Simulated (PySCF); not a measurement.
# C₂H₂, SMILES `C#C`: electronic structure

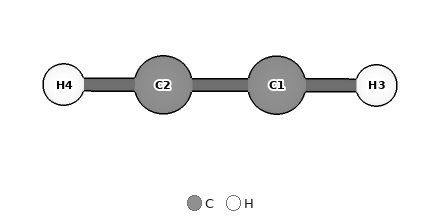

The molecule, with its atoms numbered as below. No frequency check shows the geometry to be a minimum.

Geometry (Å), atoms numbered from 1:

```
C1      -0.5969    0.0000    0.0000
C2       0.5969   -0.0000    0.0000
H3      -1.6466   -0.0000    0.0000
H4       1.6466    0.0000    0.0000
```

Part 1: Bonding charge

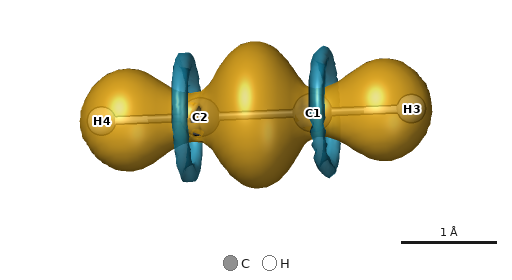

Deformation density (molecule less spherical, spin-averaged free atoms at the same positions), surfaces at ±0.1 e/Å³; yellow: gain, teal: loss.

Level of theory: PBE/def2-SVPD (PySCF), at a geometry from GFN2-xTB.

Q: How much density has each bond gained at its critical point, relative to the free atoms?

A: C1–C2: +0.78 e/Å³ at the bond critical point (bond length 1.19 Å). C1–H3 and C2–H4: +0.73 e/Å³ at the bond critical point (bond length 1.05 Å). In all, 0.9 electrons gather in the regions of gain relative to the promolecule.

Q: Where do the Hirshfeld charges lie?

A: The highest Hirshfeld charge is on H3 and H4 (+0.09 e), the lowest on C1 and C2 (−0.09 e).

Part 2: Bond critical points

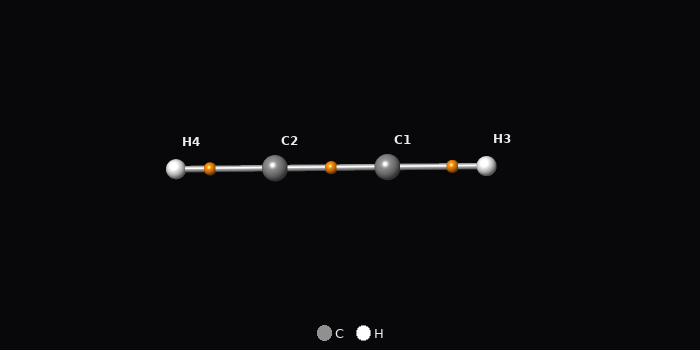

Molecular graph of the electron density (QTAIM): bond paths, bond critical points (orange), ring points (yellow, if any); weak paths are dashed.

Q: How many critical points of each kind are there, and does the count close?

A: 4 nuclei, 3 bond, 0 ring and 0 cage critical points: 4 − 3 + 0 − 0 = 1, as the Poincaré–Hopf relation requires.

Q: Tabulate density, Laplacian, ellipticity and energy density at the bond critical points (atomic units).

A:
```csv
bond,length (Å),ρ (a.u.),∇²ρ (a.u.),ε,H (a.u.)
C1–C2,1.194,0.404,−1.07,0.00,−0.563
C1–H3 (2 alike),1.050,0.293,−1.21,0.00,−0.340
```

Q: What kind of interaction is C1–C2?

A: Shared-shell (covalent): ρ = 0.404, ∇²ρ = −1.07, H = −0.563 a.u.

Part 3: Electrostatic potential

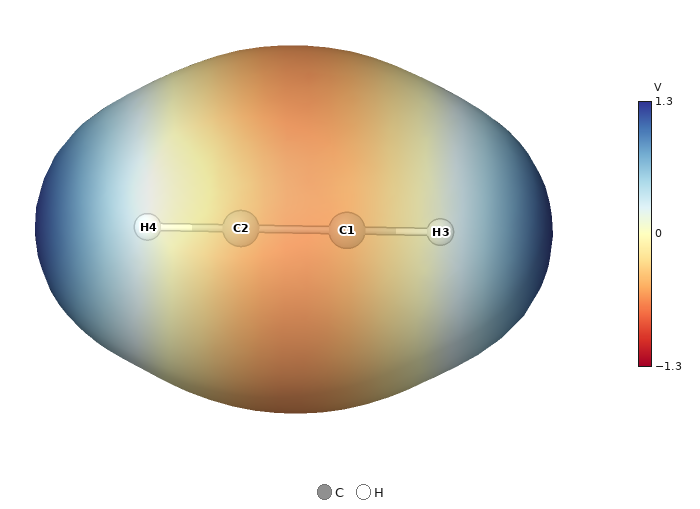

Electrostatic potential on the surface of electron density 0.001 a.u.

Q: Where are the extremes of the potential on the surface?

A: Highest: 1.25 V, 1.3 Å from H4, and at like points elsewhere. Lowest: −0.61 V, off the C1–C2 bond (2.1 to 2.2 Å from its atoms), and at like points elsewhere. The surface is sampled at points, so like sites can differ by a few per cent and only the strongest of them is named.

Part 4: Localised orbitals

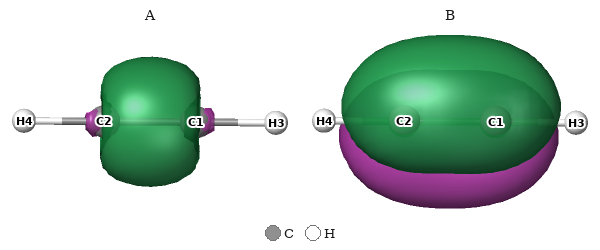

Pipek–Mezey orbitals, occupied; each surface holds about 80 % of the orbital's density. Energies are diagonal elements of the Fock matrix.

Method: ωB97X/def2-TZVP; geometry: GFN2-xTB; program: PySCF.

Q: Name the orbitals, with their atomic make-up and energies.

A: By panel:
- A: σ bond C2–C1 (C2 50 %, C1 50 %; −22.6 eV)
- B: π bond C2–C1 (C2 50 %, C1 50 %; −10.9 eV)

Q: How do all the valence pairs divide up?

A: 5 pairs: 3 σ bonds and 2 two-centre π bonds.
